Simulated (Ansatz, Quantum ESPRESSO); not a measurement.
**SrTiO3 [001], cubic perovskite: uniaxial strain and lateral response**

The c axis is held at a set length while the cell relaxes sideways. How do the lateral strain and the stress follow? The strained cell has c along the load; unstrained it is a = 3.8881 Å, b = 3.8881 Å, c = 3.8881 Å, α = 90.00°, β = 90.00°, γ = 90.00°, with 5 atoms. The symmetry of the cell is held, so distortions that would lower it, which this phase may prefer, aren't tested.

Calculated with Quantum ESPRESSO 7.5, PBEsol, PseudoDojo 0.4.1 norm-conserving potentials, cutoff 1170 eV, Fermi–Dirac smearing 0.02 eV, k-mesh 7×7×7, no spin polarisation, no spin-orbit coupling.

Relaxed positions at 0 %:

```csv
atom,x,y,z
Sr,0.0000,0.0000,0.0000
Ti,0.5000,0.5000,0.5000
O,0.5000,0.5000,0.0000
O,0.5000,0.0000,0.5000
O,0.0000,0.5000,0.5000
```

| ε_c (%) | a (Å) | c (Å) | ε_a (%) | σ (GPa, tension positive) |
| --- | --- | --- | --- | --- |
| −3 | 3.9161 | 3.7715 | 0.720 | −10.63 |
| −2 | 3.9065 | 3.8104 | 0.472 | −6.73 |
| −1 | 3.8973 | 3.8492 | 0.236 | −3.19 |
| 0 | 3.8881 | 3.8881 | 0.000 | 0.00 |
| 1 | 3.8794 | 3.9270 | −0.224 | 2.90 |
| 3 | 3.8630 | 4.0047 | −0.646 | 7.88 |

**Question.** Fit both responses and give the free strain and the stress at +2 %, a row left out above.

Least squares with y = y0 + y1 ε + y2 ε² (ε in %) gives ε_a = 0.001 + (−0.2278) ε + (0.0040) ε² and σ = 0.01 + (3.078) ε + (−0.153) ε² GPa. The linear terms put the ratio of free to applied strain at −0.228 and the Young modulus at 308 GPa.

At +2 % the free strain comes out as −0.439 %. The run itself gives −0.439 %, so the estimate misses by 0.000 %, a rounding's worth.

The stress comes out as 5.55 GPa. The run itself gives 5.51 GPa, so the estimate misses by 0.04 GPa; the fitted rows themselves lie up to 0.04 GPa off the law.

Along a cube axis ν = C12/(C11 + C12) and Y = (C11 − C12)(C11 + 2C12)/(C11 + C12), so C11 = Y(1 − ν)/[(1 + ν)(1 − 2ν)] = 356 GPa and C12 = 105 GPa. Measured: 322 and 104 GPa (arxiv:2303.03473).

The negative ε² term means that the crystal stiffens in compression and softens in tension.

The same fit over all rows at other levels or in other programs gives the strain ratio = −0.229 with PBEsol (Ansatz) and −0.228 with PBEsol (Quantum ESPRESSO, GBRV).

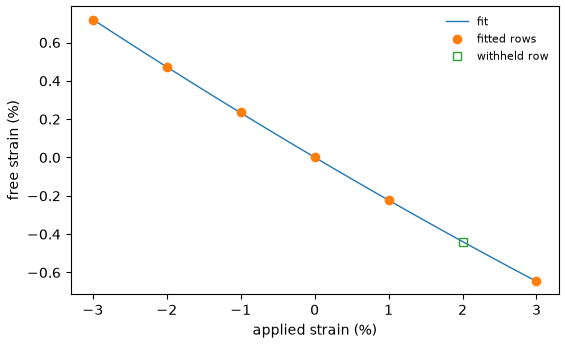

The fitted law, the rows behind it and the withheld row.

[Logs are printed without paths, hosts, clocks, repeated set-up lines and the standing remarks that a program may print on its own settings, such as how far it seeks lower states.]
